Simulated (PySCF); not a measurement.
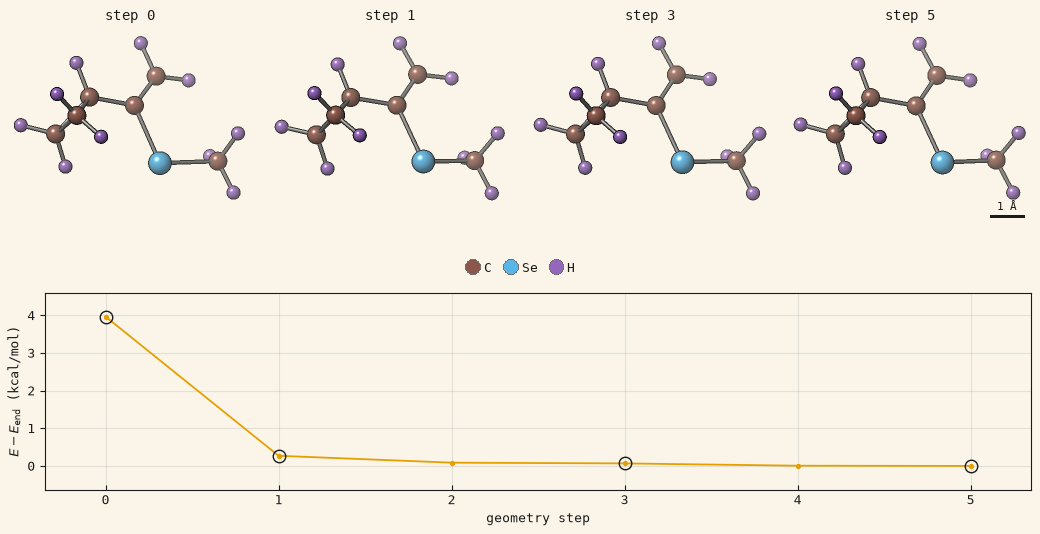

Frames of a relaxation of C6H10Se, marked on the history of the run. A ball-and-stick model, seen at a tilt.

The start comes from GFN2-xTB. Its atoms were then displaced at random by about 0.01 Å.

Method: PBE0-D3(BJ)/def2-SVP geometry optimisation, gas phase in PySCF. 

What happens along the run?

The largest move after the best rigid fit is that of the Se atom, 0.13 Å. Largest moves by element: Se 0.13 Å, H 0.08 Å, C 0.06 Å. Some distances before and after: C–Se 1.990 → 1.932 Å, C–H 1.060 → 1.098 Å, C–C 1.313 → 1.341 Å, C–H 1.114 → 1.095 Å. Bond angles that change, for instance: H–C–H 113.0° → 116.9°, H–C–H 112.8° → 109.4°, C–C–H 126.7° → 123.6°. Over 5 geometry steps the energy falls by 3.96 kcal/mol. From step 0 to 1: the Se atom moves most (0.19 Å), energy −3.70 kcal/mol. From step 1 to 3: H atoms move most (0.10 Å), energy −0.20 kcal/mol. From step 3 to 5: an H atom moves most (0.04 Å), energy −0.07 kcal/mol.

| step | E − E(0), kcal/mol |
| --- | --- |
| 0 | 0.00 |
| 1 | -3.70 |
| 2 | -3.88 |
| 3 | -3.90 |
| 4 | -3.96 |
| 5 | -3.96 |
